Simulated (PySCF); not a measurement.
# OsO2F2: other spin states and a change of charge

Aim: at the relaxed geometry of OsO2F2, try other spin states and a change of charge. The structure is generated, not taken from experiment.

The runs use PySCF 2.14.0; BP86, Os def2-SVP with ECP60, O def2-SVP, F def2-SVP; scalar-relativistic core potentials, no spin–orbit coupling.

3 further runs of the same task are left out: 2 for a known fault of the program, 1 that didn't finish.

### 1 The system as given

5 atoms, charge 0, spin multiplicity 3.

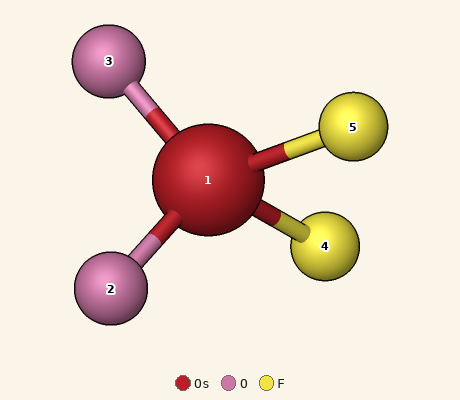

The geometry (osmium red, oxygen pink, fluorine yellow); atoms are numbered from 1 in the order of the file.

Coordinates:

```xyz
5
F2O2Os
Os    0.0000    0.0000    0.1238
O     0.9718    0.9718    1.1683
O    -0.9718   -0.9718    1.1683
F     0.9070   -0.9070   -1.2629
F    -0.9070    0.9070   -1.2629
```

Formal oxidation states: Os +6. An earlier session relaxed this geometry at BP86, Os def2-SVP with ECP60, O def2-SVP, F def2-SVP (triplet, point group C2v).

Its energy there is -440.716827 Eh.

### 2 Multiplicity 1 at the relaxed geometry

run.py (the lines that set the calculation)

```python
mol = gto.M(atom='''
Os     0.00000     0.00000     0.12384
O      0.97179     0.97179     1.16834
O     -0.97179    -0.97179     1.16834
F      0.90696    -0.90696    -1.26291
F     -0.90696     0.90696    -1.26291''',
    basis={'Os': 'def2-SVP', 'O': 'def2-SVP', 'F': 'def2-SVP'},
    ecp={'Os': 'def2-SVP'},
    charge=0, spin=0)
mf = dft.RKS(mol, xc='B88,P86')
mf.grids.atom_grid = (50, 194)
mf = mf.density_fit()  # fitting sets: Os def2-universal-JKFIT, O def2-universal-JKFIT, F def2-universal-JKFIT
mf.conv_tol = 1e-08; mf.max_cycle = 55
mf.kernel(dm0)  # dm0: free metal ions and neutral atoms
```

Launch:

```bash
OMP_NUM_THREADS=2 python run.py
```

Standard output:

```text
init E= -451.029559187505
  HOMO = -0.145476175361434  LUMO = -0.135007490620389  gap/eV = 0.28487
cycle= 1 E= -439.49288812376  delta_E= 11.5  |g|= 2.71  |ddm|= 4.13
  HOMO = -0.0966647874332819  LUMO = -0.078766358220437  gap/eV = 0.48704
cycle= 2 E= -435.308016795262  delta_E= 4.18  |g|= 4.65  |ddm|= 6.09
  HOMO = -0.319473379980128  LUMO = -0.275217814674825  gap/eV = 1.20426
cycle= 3 E= -437.501262595147  delta_E= -2.19  |g|= 3.81  |ddm|=  6.1
  HOMO = -0.278733562823941  LUMO = -0.275872419479266  gap/eV = 0.07786
cycle= 4 E= -440.195220124216  delta_E= -2.69  |g|= 1.48  |ddm|= 3.77
  HOMO = -0.223043842928174  LUMO = -0.172008047174149  gap/eV = 1.38875
cycle= 5 E= -440.61178360386  delta_E= -0.417  |g|= 0.685  |ddm|=    3
  HOMO = -0.252022559839628  LUMO = -0.233004120628221  gap/eV = 0.51752
cycle= 6 E= -440.706973990147  delta_E= -0.0952  |g|= 0.231  |ddm|= 0.65
  HOMO = -0.229864943256425  LUMO = -0.218417198014989  gap/eV = 0.31151
cycle= 7 E= -440.71698340505  delta_E= -0.01  |g|= 0.082  |ddm|= 0.261
  HOMO = -0.229540214647357  LUMO = -0.219316138773595  gap/eV = 0.27821
cycle= 8 E= -440.718345356437  delta_E= -0.00136  |g|= 0.0159  |ddm|= 0.122
  HOMO = -0.230211376192184  LUMO = -0.22005419340153  gap/eV = 0.27639
cycle= 9 E= -440.718400187882  delta_E= -5.48e-05  |g|= 0.00737  |ddm|= 0.0382
  HOMO = -0.229607409271783  LUMO = -0.219651192246404  gap/eV = 0.27092
cycle= 10 E= -440.718411700592  delta_E= -1.15e-05  |g|= 0.00111  |ddm|= 0.00665
  HOMO = -0.229607790291923  LUMO = -0.21965971313129  gap/eV = 0.27070
cycle= 11 E= -440.718411994912  delta_E= -2.94e-07  |g|= 0.000208  |ddm|= 0.0016
  HOMO = -0.229609637618562  LUMO = -0.219663667962694  gap/eV = 0.27064
cycle= 12 E= -440.718412004156  delta_E= -9.24e-09  |g|= 3.14e-05  |ddm|= 0.000289
  HOMO = -0.229616737695355  LUMO = -0.219668887842976  gap/eV = 0.27069
Extra cycle  E= -440.718411999817  delta_E= 4.34e-09  |g|= 0.000153  |ddm|= 0.000116
converged SCF energy = -440.718411999817
```

It took 2 s on 2 threads of Intel Xeon Platinum 8375C at 2.90GHz (Ice Lake), shared host.

Read off: E = -440.718412 Eh (-0.043 eV from the relaxed state), HOMO -6.25 eV, LUMO -5.98 eV, Mulliken charge on Os1 +1.06 e. The gap is small, and the closed shell wasn't tested for a lower spin-broken solution.

### 3 Multiplicity 5 at the relaxed geometry

run.py (the lines that set the calculation), as its differences from that of step 2:

```diff
@@ -8,4 +8,4 @@
     ecp={'Os': 'def2-SVP'},
-    charge=0, spin=0)
-mf = dft.RKS(mol, xc='B88,P86')
+    charge=0, spin=4)
+mf = dft.UKS(mol, xc='B88,P86')
 mf.grids.atom_grid = (50, 194)
```

Launch:

```bash
OMP_NUM_THREADS=2 python run.py
```

Standard output:

```text
init E= -451.114602291465
cycle= 1 E= -438.660120054574  delta_E= 12.5  |g|= 2.23  |ddm|= 2.92
cycle= 2 E= -432.825643032928  delta_E= 5.83  |g|= 3.94  |ddm|= 4.94
cycle= 3 E= -439.86531235259  delta_E= -7.04  |g|= 1.36  |ddm|= 4.27
cycle= 4 E= -438.453702496878  delta_E= 1.41  |g|= 2.23  |ddm|= 2.05
cycle= 5 E= -440.534787434603  delta_E= -2.08  |g|= 0.276  |ddm|= 2.15
cycle= 6 E= -440.560634689852  delta_E= -0.0258  |g|= 0.156  |ddm|= 0.394
cycle= 7 E= -440.571003195048  delta_E= -0.0104  |g|= 0.0127  |ddm|= 0.125
cycle= 8 E= -440.571073885015  delta_E= -7.07e-05  |g|= 0.00442  |ddm|= 0.0162
cycle= 9 E= -440.57108254268  delta_E= -8.66e-06  |g|= 0.00172  |ddm|= 0.00572
cycle= 10 E= -440.57108365078  delta_E= -1.11e-06  |g|= 0.000531  |ddm|= 0.00186
cycle= 11 E= -440.571083785056  delta_E= -1.34e-07  |g|= 8.21e-05  |ddm|= 0.000477
cycle= 12 E= -440.57108378912  delta_E= -4.06e-09  |g|= 4.55e-05  |ddm|= 0.000163
Extra cycle  E= -440.571083777002  delta_E= 1.21e-08  |g|= 0.000177  |ddm|= 0.000171
converged SCF energy = -440.571083777002  <S^2> = 6.0065022  2S+1 = 5.0026002
```

Wall time 3.3 s (2 threads of Intel Xeon Platinum 8375C at 2.90GHz (Ice Lake), shared host).

Read off: E = -440.571084 Eh (+3.966 eV from the relaxed state), HOMO -4.68 eV, LUMO -8.22 eV (over both spins), ⟨S²⟩ = 6.007, Mulliken charge on Os1 +1.00 e. An empty level of one spin lies below a filled level of the other.

### 4 One electron removed, multiplicity 2

run.py (the lines that set the calculation), as its differences from that of step 3:

```diff
@@ -8,3 +8,3 @@
     ecp={'Os': 'def2-SVP'},
-    charge=0, spin=4)
+    charge=1, spin=1)
 mf = dft.UKS(mol, xc='B88,P86')
@@ -13,2 +13,2 @@
 mf.conv_tol = 1e-08; mf.max_cycle = 55
-mf.kernel(dm0)  # dm0: free metal ions and neutral atoms
+mf.kernel(dm0)  # dm0: the density of the relaxed state
```

Launch:

```bash
OMP_NUM_THREADS=2 python run.py
```

Standard output:

```text
init E= -440.716827078354
  HOMO = -0.259673231524  LUMO = -0.216658693471  gap/eV = 1.17049
cycle= 1 E= -440.304797272596  delta_E= 0.412  |g|= 0.303  |ddm|= 0.978
  HOMO = -0.590949598235  LUMO = -0.576712967115  gap/eV = 0.38740
cycle= 2 E= -439.476599785873  delta_E= 0.828  |g|= 1.53  |ddm|=  1.2
  HOMO = -0.580192972162  LUMO = -0.547220311153  gap/eV = 0.89723
cycle= 3 E= -440.297357304665  delta_E= -0.821  |g|= 0.38  |ddm|= 1.02
  HOMO = -0.538062844291  LUMO = -0.507167023374  gap/eV = 0.84072
cycle= 4 E= -440.27167702421  delta_E= 0.0257  |g|= 0.459  |ddm|= 0.49
  HOMO = -0.537192453109  LUMO = -0.504024731471  gap/eV = 0.90254
cycle= 5 E= -440.351610362589  delta_E= -0.0799  |g|= 0.06  |ddm|= 0.28
  HOMO = -0.534812390992  LUMO = -0.501471768911  gap/eV = 0.90724
cycle= 6 E= -440.353020121036  delta_E= -0.00141  |g|= 0.00274  |ddm|= 0.039
  HOMO = -0.534406126518  LUMO = -0.501028517793  gap/eV = 0.90825
cycle= 7 E= -440.353021751011  delta_E= -1.63e-06  |g|= 0.00359  |ddm|= 0.00633
  HOMO = -0.534407978065  LUMO = -0.501004424623  gap/eV = 0.90896
cycle= 8 E= -440.353027783275  delta_E= -6.03e-06  |g|= 0.000729  |ddm|= 0.00278
  HOMO = -0.534416406014  LUMO = -0.500984833682  gap/eV = 0.90972
cycle= 9 E= -440.353027959163  delta_E= -1.76e-07  |g|= 0.000918  |ddm|= 0.00188
  HOMO = -0.534421969053  LUMO = -0.500986668149  gap/eV = 0.90982
cycle= 10 E= -440.353028047862  delta_E= -8.87e-08  |g|= 0.00082  |ddm|= 0.000757
  HOMO = -0.534437723968  LUMO = -0.500992829194  gap/eV = 0.91008
cycle= 11 E= -440.353028335137  delta_E= -2.87e-07  |g|= 0.000183  |ddm|= 0.000693
  HOMO = -0.534437878015  LUMO = -0.500991492049  gap/eV = 0.91012
cycle= 12 E= -440.353028346645  delta_E= -1.15e-08  |g|= 8.5e-05  |ddm|= 0.000191
  HOMO = -0.534440062451  LUMO = -0.500990110213  gap/eV = 0.91022
cycle= 13 E= -440.353028350969  delta_E= -4.32e-09  |g|= 1.22e-05  |ddm|= 0.000122
  HOMO = -0.534442156661  LUMO = -0.500991745246  gap/eV = 0.91023
Extra cycle  E= -440.353028350078  delta_E= 8.9e-10  |g|= 5.23e-05  |ddm|= 4.33e-05
converged SCF energy = -440.353028350078  <S^2> = 0.75338111  2S+1 = 2.0033783
```

Wall time 2.9 s (2 threads of Intel Xeon Platinum 8375C at 2.90GHz (Ice Lake), shared host).

Read off: E = -440.353028 Eh (+9.899 eV from the relaxed state), HOMO -14.54 eV, LUMO -13.68 eV (over both spins), ⟨S²⟩ = 0.753, Mulliken charge on Os1 +1.41 e. 

### 5 One electron removed, multiplicity 4

run.py (the lines that set the calculation), as its differences from that of step 4:

```diff
@@ -8,3 +8,3 @@
     ecp={'Os': 'def2-SVP'},
-    charge=1, spin=1)
+    charge=1, spin=3)
 mf = dft.UKS(mol, xc='B88,P86')
```

Launch:

```bash
OMP_NUM_THREADS=2 python run.py
```

Standard output:

```text
init E= -440.716827078354
cycle= 1 E= -440.183745722576  delta_E= 0.533  |g|= 0.396  |ddm|= 0.677
cycle= 2 E= -437.72954898096  delta_E= 2.45  |g|= 2.41  |ddm|= 1.82
cycle= 3 E= -440.183976085851  delta_E= -2.45  |g|= 0.459  |ddm|= 1.61
cycle= 4 E= -440.219762005109  delta_E= -0.0358  |g|= 0.312  |ddm|= 0.456
cycle= 5 E= -440.256999156431  delta_E= -0.0372  |g|= 0.0657  |ddm|= 0.227
cycle= 6 E= -440.258771730299  delta_E= -0.00177  |g|= 0.00546  |ddm|= 0.0515
cycle= 7 E= -440.258787616552  delta_E= -1.59e-05  |g|= 0.00464  |ddm|= 0.0118
cycle= 8 E= -440.258755766158  delta_E= 3.19e-05  |g|= 0.00973  |ddm|= 0.00976
cycle= 9 E= -440.258797453512  delta_E= -4.17e-05  |g|= 0.00102  |ddm|= 0.00792
cycle= 10 E= -440.258797956491  delta_E= -5.03e-07  |g|= 0.000184  |ddm|= 0.00122
cycle= 11 E= -440.258797977166  delta_E= -2.07e-08  |g|= 5.11e-05  |ddm|= 0.00031
cycle= 12 E= -440.258797974624  delta_E= 2.54e-09  |g|= 9.9e-05  |ddm|= 0.000127
Extra cycle  E= -440.258797895945  delta_E= 7.87e-08  |g|= 0.00045  |ddm|= 0.000481
converged SCF energy = -440.258797895945  <S^2> = 3.7716427  2S+1 = 4.0108068
```

Run time: 2.8 s. Hardware: 2 threads of Intel Xeon Platinum 8375C at 2.90GHz (Ice Lake), shared host.

Result: E = -440.258798 Eh (+12.464 eV from the relaxed state), HOMO -13.73 eV, LUMO -16.05 eV (over both spins), ⟨S²⟩ = 3.772, Mulliken charge on Os1 +1.33 e. An empty level of one spin lies below a filled level of the other.

### 6 One electron added, multiplicity 2

run.py (the lines that set the calculation), as its differences from that of step 5:

```diff
@@ -8,3 +8,3 @@
     ecp={'Os': 'def2-SVP'},
-    charge=1, spin=3)
+    charge=-1, spin=1)
 mf = dft.UKS(mol, xc='B88,P86')
```

Launch:

```bash
OMP_NUM_THREADS=2 python run.py
```

Standard output:

```text
init E= -440.716827078354
  HOMO = -0.216658693471  LUMO = -0.182597046809  gap/eV = 0.92686
cycle= 1 E= -440.748431427854  delta_E= -0.0316  |g|= 0.324  |ddm|= 1.03
  HOMO = 0.158396052533  LUMO = 0.192204671259  gap/eV = 0.91998
cycle= 2 E= -440.357793276163  delta_E= 0.391  |g|= 0.964  |ddm|= 1.86
  HOMO = 0.0738639794702  LUMO = 0.108213236675  gap/eV = 0.93469
cycle= 3 E= -440.77013489937  delta_E= -0.412  |g|= 0.287  |ddm|=  1.5
  HOMO = 0.0483348588372  LUMO = 0.0833061109739  gap/eV = 0.95162
cycle= 4 E= -440.798975156898  delta_E= -0.0288  |g|= 0.0683  |ddm|= 0.233
  HOMO = 0.0537054797386  LUMO = 0.0888004877797  gap/eV = 0.95498
cycle= 5 E= -440.799850207974  delta_E= -0.000875  |g|= 0.0551  |ddm|= 0.101
  HOMO = 0.0538933140002  LUMO = 0.0890275380495  gap/eV = 0.95605
cycle= 6 E= -440.80096638318  delta_E= -0.00112  |g|= 0.00514  |ddm|= 0.0396
  HOMO = 0.0540508787331  LUMO = 0.0892272949401  gap/eV = 0.95720
cycle= 7 E= -440.800980646155  delta_E= -1.43e-05  |g|= 0.000974  |ddm|= 0.0114
  HOMO = 0.05412005394  LUMO = 0.0893200731789  gap/eV = 0.95784
cycle= 8 E= -440.800981231453  delta_E= -5.85e-07  |g|= 0.000226  |ddm|= 0.00205
  HOMO = 0.0541210654348  LUMO = 0.0893413163783  gap/eV = 0.95839
cycle= 9 E= -440.800981326462  delta_E= -9.5e-08  |g|= 0.000119  |ddm|= 0.0015
  HOMO = 0.0541168538914  LUMO = 0.0893438281124  gap/eV = 0.95857
cycle= 10 E= -440.800981307369  delta_E= 1.91e-08  |g|= 0.000279  |ddm|= 0.000552
  HOMO = 0.0541154511754  LUMO = 0.0893438872539  gap/eV = 0.95861
cycle= 11 E= -440.800981340468  delta_E= -3.31e-08  |g|= 1.81e-05  |ddm|= 0.000258
  HOMO = 0.0541124181316  LUMO = 0.089341903498  gap/eV = 0.95864
cycle= 12 E= -440.800981340676  delta_E= -2.09e-10  |g|= 9.3e-06  |ddm|= 5.52e-05
  HOMO = 0.0541132760286  LUMO = 0.0893430064478  gap/eV = 0.95865
Extra cycle  E= -440.800981339981  delta_E= 6.95e-10  |g|= 4.28e-05  |ddm|= 4.06e-05
converged SCF energy = -440.800981339981  <S^2> = 0.7550594  2S+1 = 2.005053
```

Run time: 2.8 s. Hardware: 2 threads of Intel Xeon Platinum 8375C at 2.90GHz (Ice Lake), shared host.

Read off: E = -440.800981 Eh (-2.290 eV from the relaxed state), HOMO 1.47 eV, LUMO 2.43 eV (over both spins), ⟨S²⟩ = 0.755, Mulliken charge on Os1 +0.65 e. The highest filled level lies above zero; it isn't the detachment energy.

### 7 One electron added, multiplicity 4

run.py (the lines that set the calculation), as its differences from that of step 6:

```diff
@@ -8,3 +8,3 @@
     ecp={'Os': 'def2-SVP'},
-    charge=-1, spin=1)
+    charge=-1, spin=3)
 mf = dft.UKS(mol, xc='B88,P86')
```

Launch:

```bash
OMP_NUM_THREADS=2 python run.py
```

Standard output:

```text
init E= -440.716827078354
cycle= 1 E= -440.696896484861  delta_E= 0.0199  |g|= 0.329  |ddm|= 1.16
cycle= 2 E= -440.305274654722  delta_E= 0.392  |g|= 0.918  |ddm|=  3.4
cycle= 3 E= -440.706982084138  delta_E= -0.402  |g|= 0.342  |ddm|= 3.38
cycle= 4 E= -440.749534598026  delta_E= -0.0426  |g|= 0.064  |ddm|= 0.243
cycle= 5 E= -440.748468187844  delta_E= 0.00107  |g|= 0.0895  |ddm|= 0.111
cycle= 6 E= -440.751409396637  delta_E= -0.00294  |g|= 0.00368  |ddm|= 0.0632
cycle= 7 E= -440.751415798536  delta_E= -6.4e-06  |g|= 0.00151  |ddm|= 0.0059
cycle= 8 E= -440.75141672234  delta_E= -9.24e-07  |g|= 0.000434  |ddm|= 0.00148
cycle= 9 E= -440.75141682569  delta_E= -1.03e-07  |g|= 9.82e-05  |ddm|= 0.000587
cycle= 10 E= -440.751416802049  delta_E= 2.36e-08  |g|= 0.00027  |ddm|= 0.00046
cycle= 11 E= -440.751416832484  delta_E= -3.04e-08  |g|= 3.19e-05  |ddm|= 0.000332
cycle= 12 E= -440.751416831974  delta_E= 5.09e-10  |g|= 4.68e-05  |ddm|= 0.00018
Extra cycle  E= -440.751416814332  delta_E= 1.76e-08  |g|= 0.000203  |ddm|= 0.000778
converged SCF energy = -440.751416814332  <S^2> = 3.7548496  2S+1 = 4.0024241
```

Wall time 2.8 s (2 threads of Intel Xeon Platinum 8375C at 2.90GHz (Ice Lake), shared host).

Read off: E = -440.751417 Eh (-0.941 eV from the relaxed state), HOMO 2.79 eV, LUMO 1.97 eV (over both spins), ⟨S²⟩ = 3.755, Mulliken charge on Os1 +0.71 e. The highest filled level lies above zero; it isn't the detachment energy. An empty level of one spin lies below a filled level of the other.

### 8 Results

| state | energy from the relaxed state (eV) | ⟨S²⟩ | time |
| --- | --- | --- | --- |
| charge 0, triplet, vacuum (relaxed) | 0 | 2.00 |  |
| charge -1, doublet, vacuum | -2.29 | 0.76 | 2.8 s |
| charge -1, quartet, vacuum | -0.94 | 3.75 | 2.8 s |
| charge 0, singlet, vacuum | -0.04 | 0.00 | 2 s |
| charge 0, quintet, vacuum | 3.97 | 6.01 | 3.3 s |
| charge +1, doublet, vacuum | 9.90 | 0.75 | 2.9 s |
| charge +1, quartet, vacuum | 12.46 | 3.77 | 2.8 s |

An electron taken off or put on is at rest in vacuum. 

Removing an electron vertically costs 9.90 eV (doublet), against −HOMO = 6.11 eV. Adding an electron vertically releases 2.29 eV (doublet). The singlet lies 0.04 eV below at this geometry, so the relaxed state isn't the ground state. These are double-zeta-type bases without diffuse functions. Spin–orbit coupling is left out for this open shell, where it can reorder the states. Open shells may have lower solutions than the one found.
